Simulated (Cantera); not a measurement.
Feed: 1 mol FeS, 0.098 mol H2S, 0.27 mol O2, held at 823.15 K.

Equilibrium computed with Cantera from the NASA thermochemical tables; the gas is ideal and each condensed phase is pure. Candidate condensed phases: Fe, FeO, Fe(OH)2, Fe(OH)3, FeS, FeSO4, FeS2, Fe2O3, Fe2(SO4)3, Fe3O4, H2O, H2SO4, S; 22 gas species. FeS: taken at fixed stoichiometry. Gases not in the tables: S3 to S7. Rates play no part.

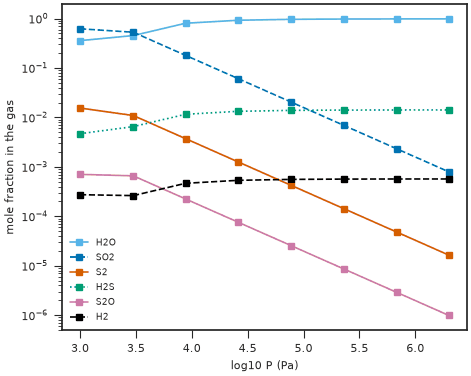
Equilibrium gas composition (values under 1e-9 drawn at 1e-9)

At 7.50 Torr the condensed part is FeS(s) + Fe3O4(s). From 22.5 Torr to 15000 Torr the condensed part is FeS(s) + FeS2(s) + Fe3O4(s).
